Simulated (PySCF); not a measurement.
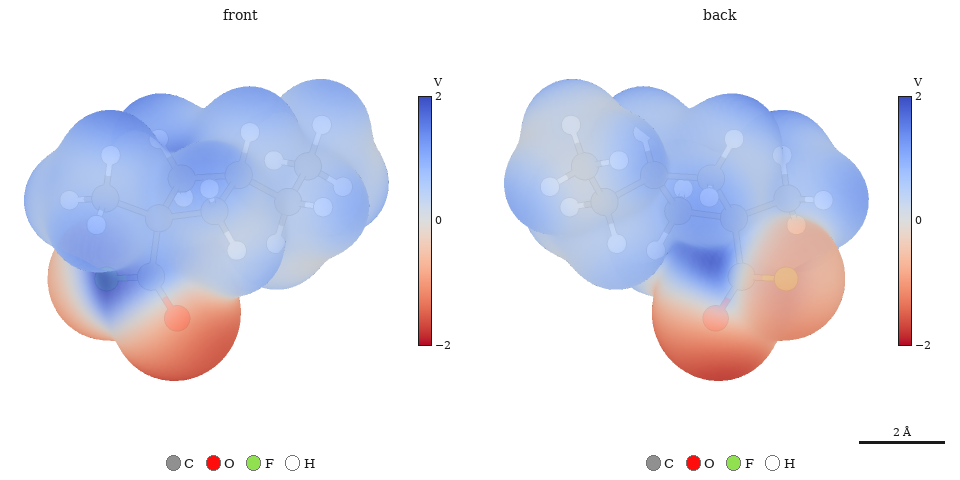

C8H13FO. The electrostatic potential painted on the density surface at 0.004 e/bohr³, seen from the front and from behind; the colour scale runs from red (negative) to blue (positive).

Geometry: GFN2-xTB.

All numbers below come from PySCF, PBE0/pcSseg-1, SCF density, gas phase, non-relativistic.

```xyz
23

C     2.9954    0.4979   -0.0302
C     1.8920   -0.5503   -0.1160
C     0.6678   -0.1642    0.7031
C    -0.1953    0.9576    0.0951
C    -1.3521   -0.0530   -0.1187
C    -2.6787    0.3148    0.5357
C    -1.5526   -0.3251   -1.5725
O    -1.3017   -1.2823   -2.2160
F    -2.0873    0.7680   -2.2045
C    -0.5177   -1.1417    0.5802
H     3.8486    0.1981   -0.6331
H     3.3279    0.6210    0.9984
H     2.6434    1.4613   -0.3919
H     2.2715   -1.5069    0.2510
H     1.5963   -0.6890   -1.1583
H     0.9668    0.0316    1.7344
H    -0.4559    1.7570    0.7849
H     0.2007    1.3961   -0.8190
H    -3.3747   -0.5201    0.4758
H    -3.1230    1.1772    0.0431
H    -2.5152    0.5573    1.5829
H    -0.9383   -1.4664    1.5289
H    -0.3226   -2.0121   -0.0432
```

Q: Which sites attract a positive test charge, and which a negative one?

A: A positive charge is drawn to the negative regions and a negative charge to the positive ones. The most negative region (about −1.6 V, or −37 kcal/mol for a unit charge) lies over O8, the most positive (about +1.7 V, or +39 kcal/mol for a unit charge) over the π face of C7. O8 is the likeliest acceptor of a hydrogen bond.
